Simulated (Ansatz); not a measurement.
Take MgI₂ in the CdI2 type structure (space group P-3m1, No. 164; a = 4.060 Å, c = 6.580 Å; layered, stacked along the Cartesian z axis) as the base. Axes: x lies along a and z along c of the hexagonal cell.

Now apply this change: uniaxial strain ε_zz = +1.00 %, all other strain components held at zero; the atoms relax in the strained cell.

Computed with PBEsol-D3(BJ), PAW, 420 eV (Ansatz, a program for electronic structure; no spin-orbit coupling).

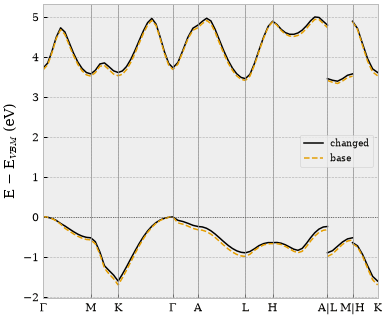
Highest valence and lowest conduction band along the path, each from its own valence-band maximum

The gap is 3.39 eV, indirect, Γ → L–M (40 % along); the base has 3.34 eV.

With I present, leaving out spin-orbit coupling can change the band edges. No phonon test of stability was made.
